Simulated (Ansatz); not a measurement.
Geometry relaxation of BAsH$_{6}$

The run: geometry relaxation of BAsH$_{6}$. Method and program: RKS PBE0-D4/def2-TZVP (Ansatz 0.2.0).

The geometry: PBE-D4/def2-SVP start. Figures and captions count atoms from 1; the log counts them from 0 in places.

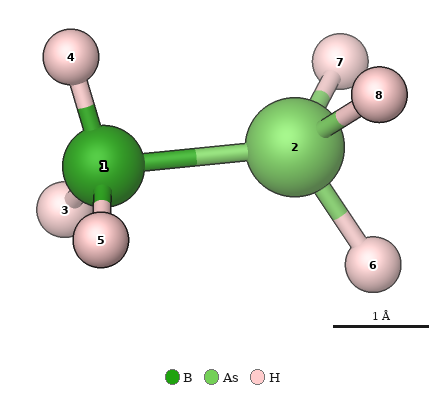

Figure 1. The starting structure (ball-and-stick view, seen at a tilt; atoms are numbered from 1 in the order of the input). Bond lengths as drawn: As–B 2.05 Å, As–H 1.52 to 1.53 Å and B–H 1.23 Å.

## Input file
```yaml
crystal:
  periodic: [false, false, false]
  atoms:
    - {symbol: B, position_ang: [-0.629914, 0.179911, -1.010541]}
    - {symbol: As, position_ang: [0.460567, -0.139574, 0.698180]}
    - {symbol: H, position_ang: [-1.756206, -0.177670, -0.681263]}
    - {symbol: H, position_ang: [-0.064515, -0.542238, -1.825409]}
    - {symbol: H, position_ang: [-0.491270, 1.385604, -1.190419]}
    - {symbol: H, position_ang: [0.076496, 0.598070, 1.976683]}
    - {symbol: H, position_ang: [0.546777, -1.547719, 1.277881]}
    - {symbol: H, position_ang: [1.950265, 0.186516, 0.699088]}
basis:
  gaussian: {orbitals: def2-TZVP}
hamiltonian: {xc: pbe0, dispersion: d4}
relax: {f_tol: 0.005, max_steps: 150}
```

Hardware: 4 threads of Arm Neoverse V1, 23 GiB of memory available, shared host.

Run as:
```bash
ansatz run in.yaml --threads 4 --pin off --events-out ev --progress --plain --max-ram 10444MiB
```

## Output
```
Functional definition: PBE0
  name "PBE0"
  cite "Adamo & Barone, J. Chem. Phys. 110, 6158 (1999) doi:10.1063/1.478522"
  cite "Perdew, Burke & Ernzerhof, Phys. Rev. Lett. 77, 3865 (1996) doi:10.1103/PhysRevLett.77.3865"
  parent pbe
  parameter a = 0.25
  parameter kappa = 0.804
  parameter beta = 0.06672455060314922
  exchange = (1 - a)*pbe_x(kappa = kappa, mu = beta*pi^2/3) + a*exact_x
  correlation = pbe_c(beta = beta)
856 factors; their error is unknown
mean field evaluation 1: about -61602.3500 eV, gradient 3.5e1 eV
mean field evaluation 2: about -61601.7571 eV, gradient 3.6e1 eV
mean field evaluation 4: about -61605.9420 eV, gradient 9.5e-1 eV
mean field evaluation 8: about -61606.1888 eV, gradient 3.7e-1 eV
mean field -61606.18893238 eV, -2263.9856850903 hartree, gradient 5.8e-5 eV, S^2 0.000000; 0 other end points of the search recorded, 0 dependent functions left out
the calculation of the forces begins
reference -61606.18896299 eV, -2263.9856862153 hartree; 22, 22 occupied and 93, 93 virtual orbitals, 856 factors
relax step   1: F+E_penalty+E_count = -61606.28474995 eV  Δ(F+E_penalty+E_count) = +0.000e0 eV  max|allowed force component| = 4.291e-1 eV/Å  Δτ_max = 0.0000 Å  (24 SCF iters, accepted)
these checks for a lower state are left out or cut short: starts, cluster_reference, orbital_swaps, neighbouring_geometries, increment
856 factors; their error is unknown
mean field evaluation 16: about -61605.9609 eV, gradient 1.3e0 eV
mean field -61606.20992859 eV, -2263.9864566868 hartree, gradient 5.6e-6 eV, S^2 0.000000; 0 other end points of the search recorded, 0 dependent functions left out
the calculation of the forces begins
reference -61606.20995904 eV, -2263.9864578058 hartree; 22, 22 occupied and 93, 93 virtual orbitals, 856 factors
relax step   2: F+E_penalty+E_count = -61606.30582901 eV  Δ(F+E_penalty+E_count) = -2.108e-2 eV  max|allowed force component| = 1.236e-1 eV/Å  Δτ_max = 0.0173 Å  (29 SCF iters, accepted)
these checks for a lower state are left out or cut short: starts, cluster_reference, orbital_swaps, neighbouring_geometries, increment
856 factors; their error is unknown
mean field -61606.21118920 eV, -2263.9865030133 hartree, gradient 5.5e-6 eV, S^2 0.000000; 0 other end points of the search recorded, 0 dependent functions left out
the calculation of the forces begins
reference -61606.21121962 eV, -2263.9865041313 hartree; 22, 22 occupied and 93, 93 virtual orbitals, 856 factors
relax step   3: F+E_penalty+E_count = -61606.30707121 eV  Δ(F+E_penalty+E_count) = -1.242e-3 eV  max|allowed force component| = 5.938e-3 eV/Å  Δτ_max = 0.0064 Å  (30 SCF iters, accepted)
these checks for a lower state are left out or cut short: starts, cluster_reference, orbital_swaps, neighbouring_geometries, increment
856 factors; their error is unknown
mean field evaluation 32: about -61606.2111 eV, gradient 3.8e-1 eV
mean field -61606.21118564 eV, -2263.9865028826 hartree, gradient 5.5e-6 eV, S^2 0.000000; 0 other end points of the search recorded, 0 dependent functions left out
the calculation of the forces begins
reference -61606.21121606 eV, -2263.9865040005 hartree; 22, 22 occupied and 93, 93 virtual orbitals, 856 factors
relax step   4: F+E_penalty+E_count = -61606.30708579 eV  Δ(F+E_penalty+E_count) = -1.458e-5 eV  max|allowed force component| = 4.685e-3 eV/Å  Δτ_max = 0.0023 Å  (30 SCF iters, accepted)
```

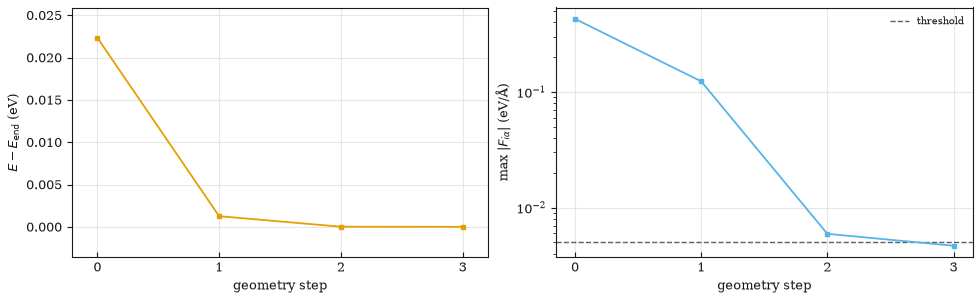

Figure 2. Progress of the relaxation, step by step (the first geometry is step 0 here and step 1 in the log).

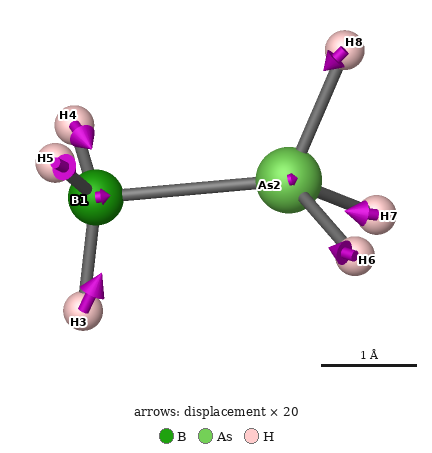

Figure 3. The starting structure with the displacements as pink arrows, magnified 20 times (ball-and-stick view, seen at a tilt). The two geometries are laid on each other by the best rigid fit. The energy falls by 0.022 eV in 3 geometry steps. The largest force component goes from 0.43 to 0.0047 eV/Å. The atom that moves furthest after the best rigid fit is H3 (0.023 Å). Largest moves by element: H 0.023 Å, B 0.008 Å, As 0.005 Å. Distances before and after: B1–H3 1.227 → 1.207 Å, As2–H6 1.525 → 1.507 Å, As2–H8 1.525 → 1.507 Å. (Atoms are counted from 1 in the order of the input.)

```
856 factors; their error is unknown
mean field -61606.21118564 eV, -2263.9865028826 hartree, gradient 5.5e-6 eV, S^2 0.000000; 1 other end points of the search recorded, 0 dependent functions left out
the calculation of the forces begins
reference -61606.21121606 eV, -2263.9865040005 hartree; 22, 22 occupied and 93, 93 virtual orbitals, 856 factors
Total energy: -61606.30711620 eV, -2263.9900282657 hartree
Atom 0 at    -0.625364     0.179003    -1.004078 Å, force     0.003555    -0.000698     0.004685 eV/Å
Atom 1 at     0.463822    -0.139875     0.702010 Å, force    -0.000098     0.001338    -0.001526 eV/Å
Atom 2 at    -1.733568    -0.172438    -0.679931 Å, force    -0.002565    -0.000105    -0.001467 eV/Å
Atom 3 at    -0.071566    -0.531797    -1.807137 Å, force    -0.001251    -0.000678    -0.002561 eV/Å
Atom 4 at    -0.491115     1.364901    -1.184472 Å, force    -0.001092     0.000926    -0.001816 eV/Å
Atom 5 at     0.073970     0.593189     1.959594 Å, force     0.000739    -0.000749     0.000575 eV/Å
Atom 6 at     0.540872    -1.535702     1.264743 Å, force     0.000496     0.000524     0.000158 eV/Å
Atom 7 at     1.935149     0.185618     0.693471 Å, force     0.000215    -0.000557     0.001952 eV/Å
Dipole moment:     0.431838    -0.126466     0.676471 e Å
```

## Trajectory as extended XYZ (Å, eV, eV/Å), 4 frames, from step=1 to step=4
```
8
Properties=species:S:1:pos:R:3:forces:R:3 step=1 energy=-61606.28475
B    -0.6299    0.1799   -1.0105   -0.1236   0.0379  -0.1974
As    0.4606   -0.1396    0.6982    0.2741  -0.0801   0.4291
H    -1.7562   -0.1777   -0.6813    0.3882   0.1235  -0.1135
H    -0.0645   -0.5422   -1.8254   -0.1968   0.2491   0.2798
H    -0.4913    1.3856   -1.1904   -0.0499  -0.4153   0.0590
H     0.0765    0.5981    1.9767    0.0623  -0.1477  -0.2880
H     0.5468   -1.5477    1.2779   -0.0347   0.2944  -0.1449
H     1.9503    0.1865    0.6991   -0.3196  -0.0618  -0.0242
8
Properties=species:S:1:pos:R:3:forces:R:3 step=2 energy=-61606.30583
B    -0.6259    0.1790   -1.0047   -0.0289   0.0097  -0.0481
As    0.4637   -0.1403    0.7025    0.0260  -0.0060   0.0392
H    -1.7394   -0.1743   -0.6792    0.1125   0.0370  -0.0372
H    -0.0682   -0.5349   -1.8109   -0.0614   0.0744   0.0798
H    -0.4901    1.3707   -1.1843   -0.0171  -0.1236   0.0144
H     0.0737    0.5948    1.9618    0.0140  -0.0242  -0.0369
H     0.5412   -1.5381    1.2666   -0.0009   0.0440  -0.0160
H     1.9372    0.1861    0.6923   -0.0441  -0.0113   0.0047
8
Properties=species:S:1:pos:R:3:forces:R:3 step=3 energy=-61606.30707
B    -0.6255    0.1789   -1.0041   -0.0009   0.0020  -0.0039
As    0.4639   -0.1399    0.7023   -0.0009   0.0000  -0.0022
H    -1.7344   -0.1722   -0.6820   -0.0010  -0.0020   0.0059
H    -0.0726   -0.5312   -1.8083    0.0038  -0.0032   0.0014
H    -0.4919    1.3646   -1.1853    0.0021   0.0030   0.0022
H     0.0755    0.5927    1.9604   -0.0042   0.0031   0.0013
H     0.5420   -1.5350    1.2662   -0.0023  -0.0050  -0.0014
H     1.9352    0.1850    0.6950    0.0034   0.0022  -0.0034
8
Properties=species:S:1:pos:R:3:forces:R:3 step=4 energy=-61606.30709
B    -0.6254    0.1790   -1.0041    0.0036  -0.0007   0.0047
As    0.4638   -0.1399    0.7020   -0.0001   0.0013  -0.0015
H    -1.7336   -0.1724   -0.6799   -0.0026  -0.0001  -0.0015
H    -0.0716   -0.5318   -1.8071   -0.0013  -0.0007  -0.0026
H    -0.4911    1.3649   -1.1845   -0.0011   0.0009  -0.0018
H     0.0740    0.5932    1.9596    0.0007  -0.0007   0.0006
H     0.5409   -1.5357    1.2647    0.0005   0.0005   0.0002
H     1.9351    0.1856    0.6935    0.0002  -0.0006   0.0020
```

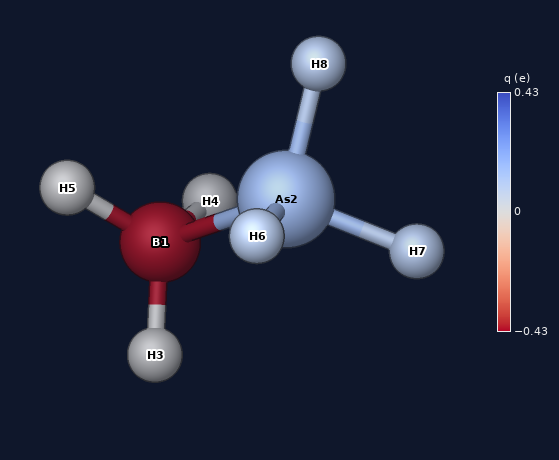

Figure 4. Mulliken charges, as the colour of each atom (ball-and-stick view, seen at a tilt; atoms are numbered from 1 in the order of the input). By element: B −0.41, As +0.14 and H 0.00 to +0.09 e.

## Key numbers

| quantity | value |
| --- | --- |
| outcome | converged |
| total energy | −61606.3071 eV |
| mean-field energy | −61606.2112 eV |
| dispersion energy | −0.0959 eV |
| SCF solution under orbital rotations | stable |
| largest force (length of the vector) at the end | 0.006 eV/Å |
| dipole moment | 3.90 D |
| wall time | 5.5 s (CPU time 19 s) |
| peak memory | 0.21 GiB |
